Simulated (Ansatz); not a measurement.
## Molecular dynamics of C2H6FNSi (part 2 of 5)

Continued. System: C2H6FNSi. Method: RKS r2SCAN-D4/STO-3G (Ansatz 0.2.0). It belongs to a series of runs on one base structure; here: dynamics from the start.

Geometry of the input (Å):
```
N  1.2701  0.0466  1.8714
C  0.0993  -0.0086  1.2622
F  -1.0332  0.6282  1.7212
C  -0.1042  -0.7832  -0.0502
Si -0.2208  0.3486  -1.5594
H  1.0922  0.6662  2.7340
H  0.7458  -1.4705  -0.1584
H  -1.0219  -1.3856  0.0328
H  -1.3258  1.2645  -1.3897
H  1.0069  1.0957  -1.7058
H  -0.4430  -0.4591  -2.7375
```

The program's output, continued
```
md step   100: t =   100.00 fs  T =   360.1 K  F+E_penalty+E_count = -14076.52956929 eV  E_kin = 0.418910 eV  conserved = -14076.11065910 eV  (26 SCF iters, 3 dispersion substeps)
md step   101: t =   101.00 fs  T =   354.0 K  F+E_penalty+E_count = -14076.51917078 eV  E_kin = 0.411822 eV  conserved = -14076.10734866 eV  (28 SCF iters, 3 dispersion substeps)
md step   102: t =   102.00 fs  T =   379.8 K  F+E_penalty+E_count = -14076.55018334 eV  E_kin = 0.441865 eV  conserved = -14076.10831831 eV  (27 SCF iters, 3 dispersion substeps)
md step   103: t =   103.00 fs  T =   440.3 K  F+E_penalty+E_count = -14076.61758669 eV  E_kin = 0.512267 eV  conserved = -14076.10531970 eV  (27 SCF iters, 3 dispersion substeps)
md step   104: t =   104.00 fs  T =   475.2 K  F+E_penalty+E_count = -14076.66340708 eV  E_kin = 0.552827 eV  conserved = -14076.11058005 eV  (28 SCF iters, 3 dispersion substeps)
md step   105: t =   105.00 fs  T =   471.7 K  F+E_penalty+E_count = -14076.66074558 eV  E_kin = 0.548789 eV  conserved = -14076.11195649 eV  (27 SCF iters, 3 dispersion substeps)
md step   106: t =   106.00 fs  T =   477.1 K  F+E_penalty+E_count = -14076.66270939 eV  E_kin = 0.555045 eV  conserved = -14076.10766397 eV  (23 SCF iters, 3 dispersion substeps)
md step   107: t =   107.00 fs  T =   493.7 K  F+E_penalty+E_count = -14076.68133857 eV  E_kin = 0.574314 eV  conserved = -14076.10702426 eV  (28 SCF iters, 3 dispersion substeps)
md step   108: t =   108.00 fs  T =   456.0 K  F+E_penalty+E_count = -14076.64189192 eV  E_kin = 0.530474 eV  conserved = -14076.11141792 eV  (28 SCF iters, 3 dispersion substeps)
md step   109: t =   109.00 fs  T =   382.1 K  F+E_penalty+E_count = -14076.55207363 eV  E_kin = 0.444538 eV  conserved = -14076.10753560 eV  (28 SCF iters, 3 dispersion substeps)
md step   110: t =   110.00 fs  T =   328.4 K  F+E_penalty+E_count = -14076.48704536 eV  E_kin = 0.382058 eV  conserved = -14076.10498744 eV  (27 SCF iters, 3 dispersion substeps)
md step   111: t =   111.00 fs  T =   329.1 K  F+E_penalty+E_count = -14076.49136668 eV  E_kin = 0.382882 eV  conserved = -14076.10848433 eV  (28 SCF iters, 3 dispersion substeps)
md step   112: t =   112.00 fs  T =   366.1 K  F+E_penalty+E_count = -14076.53483792 eV  E_kin = 0.425948 eV  conserved = -14076.10888983 eV  (27 SCF iters, 3 dispersion substeps)
md step   113: t =   113.00 fs  T =   374.8 K  F+E_penalty+E_count = -14076.54446285 eV  E_kin = 0.436076 eV  conserved = -14076.10838716 eV  (28 SCF iters, 3 dispersion substeps)
md step   114: t =   114.00 fs  T =   308.6 K  F+E_penalty+E_count = -14076.46507816 eV  E_kin = 0.359039 eV  conserved = -14076.10603886 eV  (28 SCF iters, 3 dispersion substeps)
md step   115: t =   115.00 fs  T =   217.4 K  F+E_penalty+E_count = -14076.36338170 eV  E_kin = 0.252958 eV  conserved = -14076.11042412 eV  (28 SCF iters, 3 dispersion substeps)
md step   116: t =   116.00 fs  T =   229.7 K  F+E_penalty+E_count = -14076.37792302 eV  E_kin = 0.267256 eV  conserved = -14076.11066668 eV  (28 SCF iters, 3 dispersion substeps)
md step   117: t =   117.00 fs  T =   314.5 K  F+E_penalty+E_count = -14076.47854441 eV  E_kin = 0.365859 eV  conserved = -14076.11268581 eV  (27 SCF iters, 3 dispersion substeps)
md step   118: t =   118.00 fs  T =   354.7 K  F+E_penalty+E_count = -14076.51838695 eV  E_kin = 0.412619 eV  conserved = -14076.10576750 eV  (28 SCF iters, 3 dispersion substeps)
md step   119: t =   119.00 fs  T =   303.1 K  F+E_penalty+E_count = -14076.45849228 eV  E_kin = 0.352582 eV  conserved = -14076.10591077 eV  (28 SCF iters, 3 dispersion substeps)
md step   120: t =   120.00 fs  T =   243.3 K  F+E_penalty+E_count = -14076.39193660 eV  E_kin = 0.283046 eV  conserved = -14076.10889083 eV  (27 SCF iters, 3 dispersion substeps)
md step   121: t =   121.00 fs  T =   239.3 K  F+E_penalty+E_count = -14076.38670026 eV  E_kin = 0.278401 eV  conserved = -14076.10829884 eV  (27 SCF iters, 3 dispersion substeps)
md step   122: t =   122.00 fs  T =   288.2 K  F+E_penalty+E_count = -14076.44504045 eV  E_kin = 0.335229 eV  conserved = -14076.10981162 eV  (28 SCF iters, 3 dispersion substeps)
md step   123: t =   123.00 fs  T =   339.9 K  F+E_penalty+E_count = -14076.49808315 eV  E_kin = 0.395412 eV  conserved = -14076.10267120 eV  (24 SCF iters, 3 dispersion substeps)
md step   124: t =   124.00 fs  T =   320.5 K  F+E_penalty+E_count = -14076.48423149 eV  E_kin = 0.372813 eV  conserved = -14076.11141811 eV  (27 SCF iters, 3 dispersion substeps)
md step   125: t =   125.00 fs  T =   297.4 K  F+E_penalty+E_count = -14076.45782121 eV  E_kin = 0.346021 eV  conserved = -14076.11180055 eV  (28 SCF iters, 3 dispersion substeps)
md step   126: t =   126.00 fs  T =   318.3 K  F+E_penalty+E_count = -14076.48079838 eV  E_kin = 0.370299 eV  conserved = -14076.11049956 eV  (28 SCF iters, 3 dispersion substeps)
md step   127: t =   127.00 fs  T =   338.5 K  F+E_penalty+E_count = -14076.50182986 eV  E_kin = 0.393828 eV  conserved = -14076.10800210 eV  (27 SCF iters, 3 dispersion substeps)
md step   128: t =   128.00 fs  T =   307.7 K  F+E_penalty+E_count = -14076.46435442 eV  E_kin = 0.357907 eV  conserved = -14076.10644726 eV  (26 SCF iters, 3 dispersion substeps)
md step   129: t =   129.00 fs  T =   272.3 K  F+E_penalty+E_count = -14076.42565558 eV  E_kin = 0.316818 eV  conserved = -14076.10883791 eV  (28 SCF iters, 3 dispersion substeps)
md step   130: t =   130.00 fs  T =   275.1 K  F+E_penalty+E_count = -14076.42790467 eV  E_kin = 0.320043 eV  conserved = -14076.10786182 eV  (28 SCF iters, 3 dispersion substeps)
md step   131: t =   131.00 fs  T =   306.3 K  F+E_penalty+E_count = -14076.46554502 eV  E_kin = 0.356277 eV  conserved = -14076.10926798 eV  (27 SCF iters, 3 dispersion substeps)
md step   132: t =   132.00 fs  T =   345.4 K  F+E_penalty+E_count = -14076.50656378 eV  E_kin = 0.401853 eV  conserved = -14076.10471032 eV  (28 SCF iters, 3 dispersion substeps)
md step   133: t =   133.00 fs  T =   336.4 K  F+E_penalty+E_count = -14076.50094475 eV  E_kin = 0.391293 eV  conserved = -14076.10965197 eV  (27 SCF iters, 3 dispersion substeps)
md step   134: t =   134.00 fs  T =   285.1 K  F+E_penalty+E_count = -14076.44210072 eV  E_kin = 0.331639 eV  conserved = -14076.11046212 eV  (28 SCF iters, 3 dispersion substeps)
md step   135: t =   135.00 fs  T =   263.7 K  F+E_penalty+E_count = -14076.41600547 eV  E_kin = 0.306772 eV  conserved = -14076.10923326 eV  (27 SCF iters, 3 dispersion substeps)
md step   136: t =   136.00 fs  T =   320.5 K  F+E_penalty+E_count = -14076.48113143 eV  E_kin = 0.372820 eV  conserved = -14076.10831150 eV  (28 SCF iters, 3 dispersion substeps)
md step   137: t =   137.00 fs  T =   363.5 K  F+E_penalty+E_count = -14076.53182080 eV  E_kin = 0.422874 eV  conserved = -14076.10894653 eV  (27 SCF iters, 3 dispersion substeps)
md step   138: t =   138.00 fs  T =   325.1 K  F+E_penalty+E_count = -14076.48789014 eV  E_kin = 0.378224 eV  conserved = -14076.10966639 eV  (27 SCF iters, 3 dispersion substeps)
md step   139: t =   139.00 fs  T =   246.7 K  F+E_penalty+E_count = -14076.39302241 eV  E_kin = 0.286967 eV  conserved = -14076.10605497 eV  (28 SCF iters, 3 dispersion substeps)
md step   140: t =   140.00 fs  T =   201.4 K  F+E_penalty+E_count = -14076.34093657 eV  E_kin = 0.234342 eV  conserved = -14076.10659415 eV  (27 SCF iters, 3 dispersion substeps)
md step   141: t =   141.00 fs  T =   228.6 K  F+E_penalty+E_count = -14076.37553350 eV  E_kin = 0.265938 eV  conserved = -14076.10959510 eV  (23 SCF iters, 3 dispersion substeps)
md step   142: t =   142.00 fs  T =   292.1 K  F+E_penalty+E_count = -14076.45010839 eV  E_kin = 0.339869 eV  conserved = -14076.11023923 eV  (27 SCF iters, 3 dispersion substeps)
md step   143: t =   143.00 fs  T =   309.3 K  F+E_penalty+E_count = -14076.46468047 eV  E_kin = 0.359863 eV  conserved = -14076.10481718 eV  (27 SCF iters, 3 dispersion substeps)
md step   144: t =   144.00 fs  T =   247.9 K  F+E_penalty+E_count = -14076.39820699 eV  E_kin = 0.288389 eV  conserved = -14076.10981757 eV  (28 SCF iters, 3 dispersion substeps)
md step   145: t =   145.00 fs  T =   225.2 K  F+E_penalty+E_count = -14076.37317051 eV  E_kin = 0.262011 eV  conserved = -14076.11115983 eV  (27 SCF iters, 3 dispersion substeps)
md step   146: t =   146.00 fs  T =   276.1 K  F+E_penalty+E_count = -14076.43202908 eV  E_kin = 0.321149 eV  conserved = -14076.11088011 eV  (27 SCF iters, 3 dispersion substeps)
md step   147: t =   147.00 fs  T =   316.7 K  F+E_penalty+E_count = -14076.47845145 eV  E_kin = 0.368465 eV  conserved = -14076.10998604 eV  (28 SCF iters, 3 dispersion substeps)
md step   148: t =   148.00 fs  T =   305.5 K  F+E_penalty+E_count = -14076.45881883 eV  E_kin = 0.355369 eV  conserved = -14076.10345004 eV  (27 SCF iters, 3 dispersion substeps)
md step   149: t =   149.00 fs  T =   276.2 K  F+E_penalty+E_count = -14076.42922614 eV  E_kin = 0.321359 eV  conserved = -14076.10786729 eV  (28 SCF iters, 3 dispersion substeps)
these checks for a lower state are left out or cut short: starts, cluster_reference, orbital_swaps, neighbouring_geometries, increment
514 factors; integrals over basis functions are off by at most 4.2e-5 eV
mean field -14076.38341252 eV, -517.2975490948 hartree, gradient 2.0e-5 eV, S^2 0.000000; 0 other end points of the search recorded, 0 dependent functions left out
the calculation of the forces begins
reference -14076.38341868 eV, -517.2975493210 hartree; 24, 24 occupied and 11, 11 virtual orbitals, 514 factors
514 factors; integrals over basis functions are off by at most 4.2e-5 eV
mean field -14076.38341252 eV, -517.2975490948 hartree, gradient 2.0e-5 eV, S^2 0.000000; 1 other end points of the search recorded, 0 dependent functions left out
the calculation of the forces begins
reference -14076.38341868 eV, -517.2975493210 hartree; 24, 24 occupied and 11, 11 virtual orbitals, 514 factors
md step   150: t =   150.00 fs  T =   281.4 K  F+E_penalty+E_count = -14076.43740712 eV  E_kin = 0.327405 eV  conserved = -14076.11000163 eV  (25 SCF iters, 3 dispersion substeps)
```

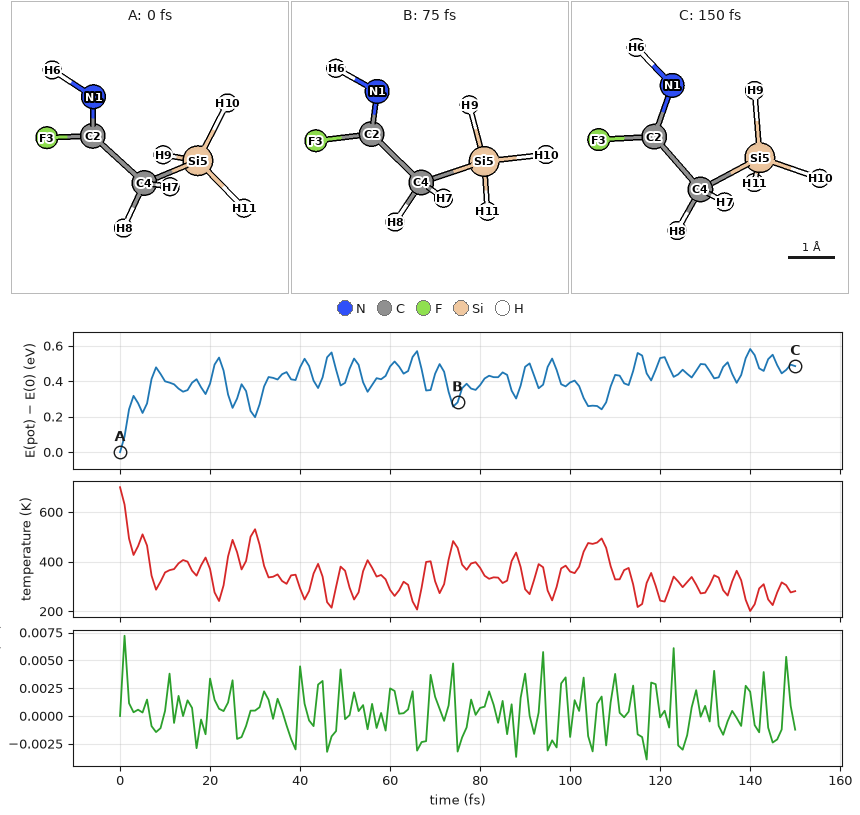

**Figure 1.** Frames of the molecular dynamics (ball-and-stick, seen at a tilt) above the curves, on which the letters mark them. The trajectory kept here has 151 frames over 150 fs. The temperature starts at 700 K, ranges from 201 to 700 K and averages 332 K over the second half. The potential energy ends 0.486 eV above its first value. The conserved quantity stays within 0.011 eV. After an unweighted best fit of the last frame on the first, the root-mean-square displacement is 0.90 Å, and H9 has moved furthest (1.60 Å).

```
Total energy: -14076.43741327 eV, -517.2995335858 hartree
Atom 0 at     1.202057     0.402114     1.469801 Å, force     0.844489     1.151721     0.987538 eV/Å
Atom 1 at    -0.021270    -0.041612     1.229765 Å, force     0.822490     0.821880     0.518608 eV/Å
Atom 2 at    -1.080901     0.403850     1.964173 Å, force    -0.993407    -0.150717     0.140087 eV/Å
Atom 3 at    -0.324873    -0.845158    -0.055018 Å, force    -0.536563     0.650401     0.140848 eV/Å
Atom 4 at    -0.024273     0.350949    -1.497268 Å, force     1.243145    -0.968129    -1.049599 eV/Å
Atom 5 at     1.193714     1.180633     2.308603 Å, force    -0.662070    -2.070457    -1.555808 eV/Å
Atom 6 at     0.371759    -1.677667    -0.172929 Å, force     0.135548    -0.214009     0.246201 eV/Å
Atom 7 at    -1.358996    -1.232094    -0.052045 Å, force     0.243222     0.024824     0.180847 eV/Å
Atom 8 at     0.746961     1.495205    -1.003159 Å, force    -0.298306    -0.384022    -0.361004 eV/Å
Atom 9 at     0.781935    -0.494004    -2.458039 Å, force    -0.774241     1.159083     0.677273 eV/Å
Atom 10 at    -1.246063     0.793672    -2.134610 Å, force    -0.024307    -0.020574     0.075010 eV/Å
Dipole moment:    -0.330127     0.016251    -0.091364 e Å
```

Trajectory as extended XYZ (Å, eV, eV/Å), 69 of the 151 frames kept, from step=0 to step=150
```
11
Properties=species:S:1:pos:R:3:forces:R:3 step=0 time_fs=0.0 energy=-14076.92311 temperature=700.0
N     1.2701    0.0466    1.8714   -0.0068  -0.0003  -0.0015
C     0.0993   -0.0086    1.2622    0.0037  -0.0016  -0.0075
F    -1.0332    0.6282    1.7212   -0.0001   0.0016  -0.0002
C    -0.1042   -0.7832   -0.0502    0.0017   0.0004   0.0046
Si   -0.2208    0.3486   -1.5594   -0.0003   0.0022   0.0013
H     1.0922    0.6662    2.7340    0.0023   0.0001   0.0026
H     0.7458   -1.4705   -0.1584   -0.0002   0.0001   0.0001
H    -1.0220   -1.3856    0.0328   -0.0004  -0.0020   0.0000
H    -1.3258    1.2645   -1.3897    0.0006  -0.0005   0.0002
H     1.0069    1.0957   -1.7058   -0.0002   0.0006  -0.0002
H    -0.4430   -0.4591   -2.7375   -0.0004  -0.0005   0.0006
11
Properties=species:S:1:pos:R:3:forces:R:3 step=2 time_fs=2.0 energy=-14076.68118 temperature=493.0
N     1.2584    0.0498    1.8732    0.6866   1.4494   2.2522
C     0.0951   -0.0044    1.2768   -0.4183  -0.5376  -1.0890
F    -1.0250    0.6213    1.7361   -0.6252   0.3156   0.1435
C    -0.1007   -0.7761   -0.0650    0.7228  -0.3239   0.4321
Si   -0.2192    0.3448   -1.5688    1.5556   1.2453   1.2497
H     1.0795    0.7315    2.7809    0.2815  -1.5111  -1.8959
H     0.7283   -1.5215   -0.1518   -0.4961   0.6168   0.0140
H    -1.0400   -1.3352   -0.0340   -0.2611  -0.2231   0.2919
H    -1.3108    1.2352   -1.3642   -0.3604   0.4831   0.0717
H     1.0384    1.0681   -1.8129   -0.6051  -0.1976   0.2674
H    -0.4690   -0.4113   -2.6861   -0.4803  -1.3171  -1.7376
11
Properties=species:S:1:pos:R:3:forces:R:3 step=4 time_fs=4.0 energy=-14076.64620 temperature=462.5
N     1.2486    0.0568    1.8809    1.1323   1.1804   1.8450
C     0.0896   -0.0020    1.2880   -0.2160  -0.9908  -1.8142
F    -1.0180    0.6151    1.7514   -1.2021   0.5847   0.2633
C    -0.0952   -0.7701   -0.0785    0.0822  -0.3621   0.8805
Si   -0.2156    0.3427   -1.5767    1.7416   1.1937   0.6132
H     1.0769    0.7423    2.7599    0.1999  -1.2532  -1.3427
H     0.6935   -1.5504   -0.1448   -0.2410   0.5483  -0.0404
H    -1.0665   -1.2925   -0.0896    0.0476  -0.1166   0.4962
H    -1.3084    1.2235   -1.3361   -0.2716   0.5694   0.0590
H     1.0477    1.0335   -1.9098   -0.7387  -0.1460   0.4625
H    -0.5123   -0.4104   -2.6959   -0.5342  -1.2079  -1.4223
11
Properties=species:S:1:pos:R:3:forces:R:3 step=7 time_fs=7.0 energy=-14076.50982 temperature=344.0
N     1.2397    0.0711    1.8986    1.2445  -1.7970  -2.3775
C     0.0812   -0.0044    1.2938    0.8560  -1.1747  -1.8808
F    -1.0123    0.6081    1.7754   -1.6271   0.7063   0.2460
C    -0.0880   -0.7625   -0.0930   -1.4255   0.3096   1.2988
Si   -0.2066    0.3418   -1.5879   -0.4560  -0.3486  -1.8127
H     1.0807    0.7010    2.6751   -0.4474   1.6972   2.6030
H     0.6349   -1.5646   -0.1381    0.6908  -0.2977  -0.1183
H    -1.0977   -1.2353   -0.1364    0.4662  -0.0212   0.6282
H    -1.3164    1.2413   -1.2921    0.4828   0.0915  -0.1658
H     1.0162    0.9757   -2.0228    0.0137   0.3232   0.3997
H    -0.6071   -0.4756   -2.7824    0.2022   0.5114   1.1794
11
Properties=species:S:1:pos:R:3:forces:R:3 step=9 time_fs=9.0 energy=-14076.48161 temperature=319.6
N     1.2380    0.0765    1.9052    0.9289  -0.9297  -1.3908
C     0.0783   -0.0106    1.2901    0.9903  -0.6890  -1.2692
F    -1.0125    0.6051    1.7919   -1.4620   0.5056   0.0168
C    -0.0879   -0.7567   -0.0976   -0.8893   0.2028   1.3065
Si   -0.2008    0.3410   -1.5980   -1.6106  -0.8189  -2.0891
H     1.0679    0.7253    2.7050   -0.3389   0.6380   1.2593
H     0.6214   -1.5811   -0.1388    0.4644  -0.0665  -0.1053
H    -1.0994   -1.1990   -0.1384    0.1030  -0.2624   0.5722
H    -1.3038    1.2610   -1.2693    0.7383  -0.1103  -0.2944
H     0.9908    0.9496   -2.0785    0.5794   0.5689   0.2340
H    -0.6657   -0.5059   -2.8008    0.4965   0.9615   1.7602
11
Properties=species:S:1:pos:R:3:forces:R:3 step=11 time_fs=11.0 energy=-14076.53067 temperature=365.9
N     1.2387    0.0794    1.9081    0.4937   0.8761   0.9404
C     0.0785   -0.0189    1.2825    0.6946   0.0865  -0.3662
F    -1.0157    0.6032    1.8085   -1.0007   0.1356  -0.3400
C    -0.0906   -0.7504   -0.0982    0.1534  -0.3130   1.1176
Si   -0.1971    0.3392   -1.6108   -1.4028  -0.5595  -1.4456
H     1.0429    0.7718    2.7799    0.0375  -1.3940  -1.4161
H     0.6245   -1.5988   -0.1434   -0.1446   0.5651  -0.0562
H    -1.0975   -1.1729   -0.1188   -0.3376  -0.5055   0.4185
H    -1.2643    1.2774   -1.2573    0.5484   0.0046  -0.2974
H     0.9857    0.9440   -2.1246    0.5582   0.4454   0.2404
H    -0.7063   -0.5015   -2.7550    0.3998   0.6589   1.2045
11
Properties=species:S:1:pos:R:3:forces:R:3 step=13 time_fs=13.0 energy=-14076.56464 temperature=393.4
N     1.2409    0.0845    1.9131    0.0822   1.0149   1.1201
C     0.0809   -0.0270    1.2737    0.5538   0.8212   0.5969
F    -1.0208    0.6015    1.8244   -0.4228  -0.2766  -0.7144
C    -0.0930   -0.7450   -0.0951    0.1128  -0.5167   0.8277
Si   -0.1952    0.3367   -1.6255    0.0322   0.4147   0.0095
H     1.0185    0.7708    2.8079    0.1478  -1.6513  -1.8937
H     0.6237   -1.5969   -0.1501   -0.2772   0.6288  -0.0076
H    -1.1063   -1.1650   -0.0834   -0.1512  -0.4338   0.1929
H    -1.2049    1.2949   -1.2562    0.0648   0.3589  -0.1811
H     1.0002    0.9544   -2.1609    0.0586   0.0203   0.4045
H    -0.7335   -0.4746   -2.6669   -0.2008  -0.3804  -0.3548
11
Properties=species:S:1:pos:R:3:forces:R:3 step=15 time_fs=15.0 energy=-14076.57291 temperature=400.2
N     1.2433    0.0919    1.9206   -0.1131  -0.3785  -0.8439
C     0.0852   -0.0325    1.2668    0.6106   1.3332   1.3588
F    -1.0268    0.5992    1.8389    0.1248  -0.6335  -1.0171
C    -0.0954   -0.7410   -0.0894   -0.8556  -0.1648   0.5640
Si   -0.1932    0.3348   -1.6402    1.2904   1.3295   1.4301
H     0.9985    0.7121    2.7708   -0.1356  -0.2409  -0.1005
H     0.6143   -1.5732   -0.1572    0.1793   0.0167   0.0094
H    -1.1195   -1.1729   -0.0408    0.3994  -0.1538  -0.0772
H    -1.1427    1.3259   -1.2622   -0.3073   0.6092  -0.0752
H     1.0174    0.9657   -2.1821   -0.3331  -0.3842   0.4763
H    -0.7688   -0.4625   -2.5922   -0.8598  -1.3329  -1.7245
```
